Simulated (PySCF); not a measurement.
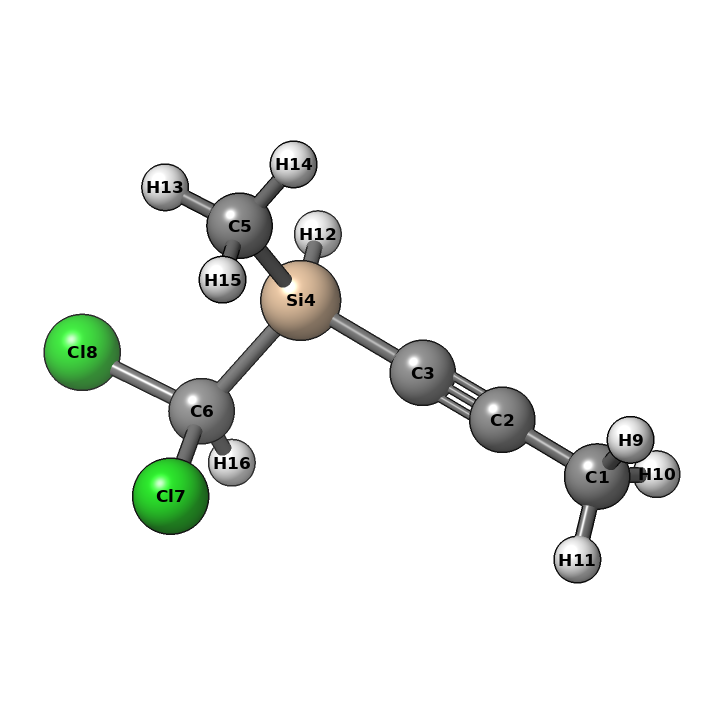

The computed structure is the end point of a GFN2-xTB optimisation. No frequency run is at hand to confirm it as a minimum. Electric field gradients from the ground-state density, PBE0/pcSseg-1 (PySCF 2.14.0), non-relativistic apart from any core potentials.

Give the largest field-gradient component, the quadrupole coupling constant and the asymmetry for 35Cl at Cl7 (Q = −81.7 mb), 35Cl at Cl8 (Q = −81.7 mb), 2H at H9 (Q = 2.86 mb), 2H at H10 (Q = 2.86 mb).

```tsv
atom	V_zz (a.u.)	e²qQ/h (MHz)	η
Cl7	4.081	−78.3	0.04
Cl8	4.020	−77.2	0.05
H9	0.308	0.207	0.03
H10	0.308	0.207	0.02
```

The geometry is semi-empirical. Around Si such bond lengths and angles can be off by a tenth of an ångström or more and by several degrees, and values that hang on the shape move with them.
